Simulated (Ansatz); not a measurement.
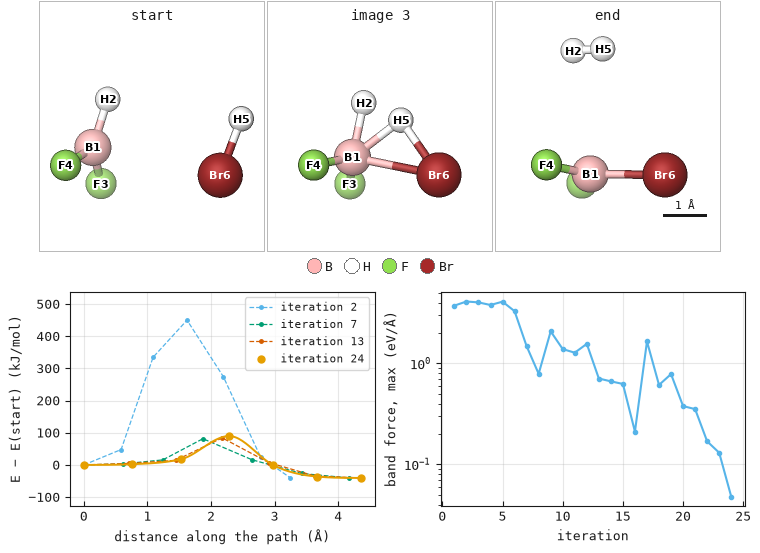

A search for the minimum-energy path of BH₂BrF₂, made up of BHF$_{2}$ and HBr by the nudged elastic band. Images are numbered from 0 (start) to 6 (end). The plot follows the band through its iterations. The picture is a ball-and-stick view, seen at a tilt.

Method: RKS PBE0-D4/def2-SVP in Ansatz. Set-up: 5 movable images; climbing image.

### Did the band converge, and can the barrier be trusted?

The run is converged, with reservations. The band converged in 24 iterations. The largest component of the band force went from 3.7 to 0.048 eV/Å. The climbing image converged on the top of the path. Its curvatures weren't checked. The largest force component is 0.24 eV/Å at the start and 0.46 eV/Å at the end; an end with forces this large is no minimum, and the barrier measured from it can be far off. The first iteration put the highest image at 575.9 kJ/mol. The energy climbs by 89.7 kJ/mol to image 3 and then falls by 130.1 kJ/mol, so the end point sits at −40.4 kJ/mol.

Limits of the set-up: the start holds two separate molecules, 3.4 Å apart at their closest, whose relative position is a soft coordinate.

The run took 110 s on 4 threads of Arm Neoverse V2, on a shared host.
